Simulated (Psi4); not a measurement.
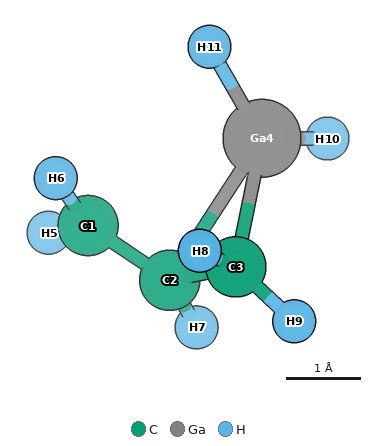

Figure 1. The structure as given in the input (ball-and-stick view, seen at a tilt; atoms are numbered from 1 in the order of the input). Sticks mark near contacts.

**C3H7Ga: single-point calculation**

The run: single-point calculation of C3H7Ga. Method and program: PBE/def2-TZVPP, RKS, dispersion D4 (Psi4 1.11).

The geometry was optimised with PBE0/def2-TZVP.

Output:
```
Psi4 1.11 release

   => Loading Basis Set <=

    Name: DEF2-TZVPP
    Role: ORBITAL
    Keyword: BASIS

   => PBE-D4(BJ,EEQ)ATM: Empirical Dispersion <=

        a1 =       0.385750
        a2 =       4.806885
       alp =      16.000000
        s6 =       1.000000
        s8 =       0.959481
        s9 =       1.000000
        ga =       3.000000
        gc =       2.000000
        wf =       6.000000

         ---------------------------------------------------------
                                   SCF
                              RKS Reference
                        2 Threads,   5245 MiB Core
         ---------------------------------------------------------

  ==> Geometry <==

    Molecular point group: c1
    Full point group: C1

    Geometry (in Angstrom), charge = 0, multiplicity = 1:

       Center              X                  Y                   Z               Mass
    ------------   -----------------  -----------------  -----------------  -----------------
         C           -1.372129687251     1.461963011805    -0.215218003228    12.000000000000
         C           -1.549646687251     0.139513011805     0.012124996772    12.000000000000
         C           -0.854162687251    -0.639502988195     1.038550996772    12.000000000000
         GA           0.717995312749    -0.193805988195    -0.155585003228    68.925573500000
         H           -1.814472687251     1.942360011805    -1.078168003228     1.007825032230
         H           -0.864513687251     2.098988011805     0.501674996772     1.007825032230
         H           -2.090799687251    -0.427116988195    -0.743548003228     1.007825032230
         H           -0.720419687251    -0.141313988195     1.995715996772     1.007825032230
         H           -1.180241687251    -1.668586988195     1.136584996772     1.007825032230
         H            0.893114312749    -0.950211988195    -1.510666003228     1.007825032230
         H            1.632794312749     0.946306011805     0.391273996772     1.007825032230

  Running in c1 symmetry.

  Rotational constants: A =      0.29402  B =      0.12411  C =      0.09990 [cm^-1]
  Rotational constants: A =   8814.61118  B =   3720.58933  C =   2994.91189 [MHz]
  Nuclear repulsion =  249.870929842853769

  Charge       = 0
  Multiplicity = 1
  Electrons    = 56
  Nalpha       = 28
  Nbeta        = 28

  ==> Algorithm <==

  SCF Algorithm Type is DF.
  DIIS enabled.
  MOM disabled.
  Fractional occupation disabled.
  Guess Type is SAD.
  Energy threshold   = 1.00e-06
  Density threshold  = 1.00e-06
  Integral threshold = 1.00e-12

  ==> Primary Basis <==

  Basis Set: DEF2-TZVPP
    Blend: DEF2-TZVPP
    Number of shells: 91
    Number of basis functions: 239
    Number of Cartesian functions: 268
    Spherical Harmonics?: true
    Max angular momentum: 3

  ==> DFT Potential <==

   => LibXC <=

    Version 7.1.2

   => Composite Functional: PBE-D4BJEEQATM <=

    PBE GGA Exchange-Correlation Functional

    Deriv               =              1
    GGA                 =           TRUE
    Meta                =          FALSE

    Exchange Hybrid     =          FALSE
    MP2 Hybrid          =          FALSE

   => Exchange Functionals <=

    1.0000     XC_GGA_X_PBE

   => Correlation Functionals <=

    1.0000     XC_GGA_C_PBE

   => LibXC Density Thresholds  <==

    XC_GGA_C_PBE:  1.00E-12
    XC_GGA_X_PBE:  1.00E-15

   => Molecular Quadrature <=

    Radial Scheme          =       TREUTLER
    Pruning Scheme         =           NONE
    Nuclear Scheme         =       TREUTLER

    Blocking Scheme        =         OCTREE
    BS radius alpha        =              1
    Pruning alpha          =              1
    Radial Points          =             99
    Spherical Points       =            590
    Total Points           =         605048
    Total Blocks           =           4256
    Max Points             =            256
    Max Functions          =            235
    Weights Tolerance      =       1.00E-15

   => Loading Basis Set <=

    Name: (DEF2-TZVPP AUX)
    Role: JKFIT
    Keyword: DF_BASIS_SCF

  ==> Integral Setup <==

  DFHelper Memory: AOs need 0.274 GiB; user supplied 0.755 GiB.
  SCF_SUBTYPE=INCORE selected. In-core MEM_DF algorithm will be used.
  Using in-core AOs.

  ==> MemDFJK: Density-Fitted J/K Matrices <==

    J tasked:                   Yes
    K tasked:                    No
    wK tasked:                   No
    Memory [MiB]:               773
    Algorithm:                 Core
    Schwarz Cutoff:           1E-12
    Mask sparsity (%):       2.4404
    Fitting Condition:        1E-10

   => Auxiliary Basis Set <=

  Basis Set: (DEF2-TZVPP AUX)
    Blend: DEF2-UNIVERSAL-JKFIT
    Number of shells: 177
    Number of basis functions: 617
    Number of Cartesian functions: 778
    Spherical Harmonics?: true
    Max angular momentum: 5

  Cached 100.0% of DFT collocation blocks in 3.087 [GiB].

  Minimum eigenvalue in the overlap matrix is 1.4642218053E-04.
  Reciprocal condition number of the overlap matrix is 1.6254728981E-05.
    Using symmetric orthogonalization.

  ==> Pre-Iterations <==

  SCF Guess: Superposition of Atomic Densities via on-the-fly atomic UHF (no occupation information).

   -------------------------
    Irrep   Nso     Nmo
   -------------------------
     A        239     239
   -------------------------
    Total     239     239
   -------------------------

  ==> Iterations <==

                           Total Energy        Delta E     RMS |[F,P]|

   @DF-RKS iter SAD: -2039.65955578733474   -2.03966e+03   0.00000e+00
   @DF-RKS iter   1: -2040.22262246301170   -5.63067e-01   1.49742e-02 DIIS/ADIIS
   @DF-RKS iter   2: -1981.54256765022456    5.86801e+01   4.33136e-02 DIIS/ADIIS
   @DF-RKS iter   3: -2041.36711447896960   -5.98245e+01   6.05299e-03 DIIS/ADIIS
   @DF-RKS iter   4: -2039.76213753677939    1.60498e+00   8.12813e-03 DIIS/ADIIS
   @DF-RKS iter   5: -2042.86618893532454   -3.10405e+00   1.36723e-03 DIIS/ADIIS
   @DF-RKS iter   6: -2042.88534192567977   -1.91530e-02   1.18786e-03 DIIS/ADIIS
   @DF-RKS iter   7: -2042.92216990754468   -3.68280e-02   5.24181e-04 DIIS/ADIIS
   @DF-RKS iter   8: -2042.92972675757960   -7.55685e-03   1.73047e-04 DIIS/ADIIS
   @DF-RKS iter   9: -2042.93058452395849   -8.57766e-04   6.33230e-05 DIIS
   @DF-RKS iter  10: -2042.93070041875581   -1.15895e-04   1.84180e-05 DIIS
   @DF-RKS iter  11: -2042.93071188521822   -1.14665e-05   2.53067e-06 DIIS
   @DF-RKS iter  12: -2042.93071206359582   -1.78378e-07   5.92447e-07 DIIS
  Energy and wave function converged.

  ==> Post-Iterations <==

   Electrons on quadrature grid:
      Ntotal   =   55.9999990843 ; deviation = -9.157e-07

    Orbital Energies [Eh]
    ---------------------

    Doubly Occupied:

       1A   -370.918541     2A    -45.316984     3A    -40.161362
       4A    -40.157892     5A    -40.157455     6A     -9.916873
       7A     -9.891297     8A     -9.881427     9A     -5.251261
      10A     -3.583202    11A     -3.574096    12A     -3.572529
      13A     -0.751024    14A     -0.718739    15A     -0.712742
      16A     -0.711384    17A     -0.709481    18A     -0.705840
      19A     -0.617781    20A     -0.510006    21A     -0.441909
      22A     -0.404517    23A     -0.387806    24A     -0.343395
      25A     -0.331085    26A     -0.285350    27A     -0.261296
      28A     -0.212734

    Virtual:

      29A     -0.054091    30A     -0.029540    31A      0.015747
      32A      0.022617    33A      0.040633    34A      0.058062
      35A      0.075697    36A      0.095871    37A      0.100370
      38A      0.102498    39A      0.136852    40A      0.147251
      41A      0.159137    42A      0.176652    43A      0.179397
      44A      0.186945    45A      0.209007    46A      0.222044
      47A      0.240659    48A      0.250357    49A      0.269160
      50A      0.290028    51A      0.297444    52A      0.304080
      53A      0.318586    54A      0.342553    55A      0.370049
      56A      0.381307    57A      0.394415    58A      0.396523
      59A      0.403204    60A      0.413786    61A      0.422788
      62A      0.449139    63A      0.468744    64A      0.477840
      65A      0.510338    66A      0.522117    67A      0.549392
      68A      0.579204    69A      0.621744    70A      0.670682
      71A      0.687148    72A      0.713864    73A      0.729119
      74A      0.765965    75A      0.785367    76A      0.808550
      77A      0.820318    78A      0.840296    79A      0.850429
      80A      0.879395    81A      0.887210    82A      0.899049
      83A      0.908464    84A      0.943787    85A      0.946981
      86A      0.966607    87A      0.984142    88A      0.998678
      89A      1.011800    90A      1.025327    91A      1.043240
      92A      1.050508    93A      1.078087    94A      1.105465
      95A      1.131126    96A      1.152194    97A      1.169946
      98A      1.179386    99A      1.207472   100A      1.230772
     101A      1.238845   102A      1.267595   103A      1.294778
     104A      1.302717   105A      1.312515   106A      1.357199
     107A      1.363141   108A      1.386084   109A      1.398422
     110A      1.401784   111A      1.444812   112A      1.464682
     113A      1.472381   114A      1.486180   115A      1.518674
     116A      1.547303   117A      1.599586   118A      1.658776
     119A      1.674022   120A      1.757038   121A      1.778352
     122A      1.913148   123A      1.939755   124A      2.019829
     125A      2.066917   126A      2.138913   127A      2.160683
     128A      2.253206   129A      2.282662   130A      2.291748
     131A      2.339833   132A      2.402937   133A      2.427056
     134A      2.455285   135A      2.494580   136A      2.545661
     137A      2.554232   138A      2.577906   139A      2.612160
     140A      2.621120   141A      2.684895   142A      2.697682
     143A      2.712855   144A      2.743107   145A      2.763446
     146A      2.788622   147A      2.843253   148A      2.852782
     149A      2.870505   150A      2.897823   151A      2.927490
     152A      2.943141   153A      3.011237   154A      3.027046
     155A      3.054537   156A      3.089820   157A      3.094684
     158A      3.136456   159A      3.151755   160A      3.181501
     161A      3.213014   162A      3.220721   163A      3.252115
     164A      3.254462   165A      3.265096   166A      3.279817
     167A      3.308514   168A      3.325297   169A      3.358087
     170A      3.392002   171A      3.420290   172A      3.453563
     173A      3.482329   174A      3.504733   175A      3.513692
     176A      3.537275   177A      3.581423   178A      3.597609
     179A      3.603270   180A      3.619510   181A      3.657303
     182A      3.675963   183A      3.689577   184A      3.716791
     185A      3.762799   186A      3.777290   187A      3.788775
     188A      3.820149   189A      3.827643   190A      3.836749
     191A      3.862576   192A      3.888461   193A      3.892359
     194A      3.917963   195A      3.924213   196A      3.951421
     197A      3.969772   198A      3.990506   199A      4.017218
     200A      4.034740   201A      4.041631   202A      4.099369
     203A      4.133441   204A      4.155349   205A      4.164192
     206A      4.232339   207A      4.270168   208A      4.308586
     209A      4.329491   210A      4.405156   211A      4.451604
     212A      4.491038   213A      4.519549   214A      4.530213
     215A      4.552564   216A      4.613749   217A      4.624898
     218A      4.725140   219A      4.746670   220A      4.823586
     221A      4.839853   222A      4.901311   223A      4.965792
     224A      4.993828   225A      5.069164   226A      5.191758
     227A      5.251333   228A      5.287998   229A      5.318080
     230A      5.341211   231A      5.433641   232A      5.496105
     233A      5.563784   234A      5.718422   235A      5.916836
     236A      6.142841   237A     22.765523   238A     23.078257
     239A     23.302108

    Final Occupation by Irrep:
              A
    DOCC [    28 ]
    NA   [    28 ]
    NB   [    28 ]

  @DF-RKS Final Energy: -2042.93071206359582

   => Energetics <=

    Nuclear Repulsion Energy =            249.8709298428537693
    One-Electron Energy =               -3338.9674265913527051
    Two-Electron Energy =                1139.6076950219828632
    DFT Exchange-Correlation Energy =     -93.4334420090739144
    Empirical Dispersion Energy =          -0.0084683280060882
    VV10 Nonlocal Energy =                  0.0000000000000000
    Total Energy =                      -2042.9307120635958199

Computation Completed

Properties will be evaluated at   0.000000,   0.000000,   0.000000 [a0]

Properties computed using the SCF density matrix

 Multipole Moments:

 ------------------------------------------------------------------------------------
     Multipole            Electronic (a.u.)      Nuclear  (a.u.)        Total (a.u.)
 ------------------------------------------------------------------------------------

 L = 1.  Multiply by 2.5417464519 to convert [e a0] to [Debye]
 Dipole X            :          8.2147450           -8.5837379           -0.3689929
 Dipole Y            :         -3.0085592            2.9560545           -0.0525047
 Dipole Z            :         -1.5415292            1.6676471            0.1261178
 Magnitude           :                                                    0.3934695

 ------------------------------------------------------------------------------------

	total time  =         37 seconds =       0.62 minutes

    Psi4 run time: 0:00:37.13
```

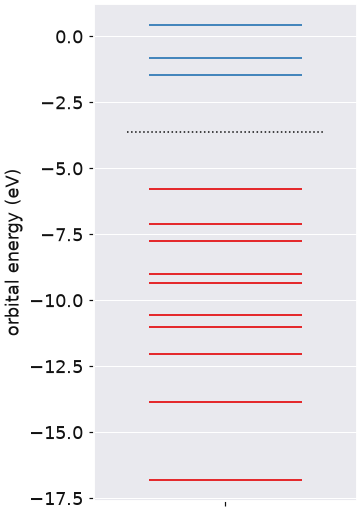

Figure 2. Orbital energies near the frontier; the dotted line parts filled from empty levels, and levels within 0.02 eV of each other stand side by side. Highest filled −5.79 eV, lowest empty −1.47 eV, 4.32 eV apart.

This output came from the following input.

Input (calc.inp):
```
memory 5.5 GB

molecule {
  0 1
  C     -0.581983     1.147859    -0.290279
  C     -0.759500    -0.174591    -0.062936
  C     -0.064016    -0.953607     0.963490
  Ga     1.508142    -0.507910    -0.230646
  H     -1.024326     1.628256    -1.153229
  H     -0.074367     1.784884     0.426614
  H     -1.300653    -0.741221    -0.818609
  H      0.069727    -0.455418     1.920655
  H     -0.390095    -1.982691     1.061524
  H      1.683261    -1.264316    -1.585727
  H      2.422941     0.632202     0.316213
  symmetry c1
}

set globals {
  basis def2-TZVPP
  scf_type df
  dft_radial_points 99
  dft_spherical_points 590
}

e, wfn = energy("pbe-d4", return_wfn=True)
```

Launched with:
```bash
psi4 -n 2 calc.inp calc.out
```

Results in brief:

| quantity | value |
| --- | --- |
| outcome | converged |
| total energy | −2042.930712 hartree |
| dispersion energy | −0.008468 hartree |
| basis functions | 239 |
| HOMO | −5.79 eV |
| LUMO | −1.47 eV |
| dipole moment | 1.00 D |
| hardware | 2 threads of Intel Xeon @ 2.50GHz (Skylake/Cascade Lake), 32 GiB of memory available, shared host |
| wall time | 40 s (CPU time 2.2 min) |
| peak memory | 3.7 GiB |
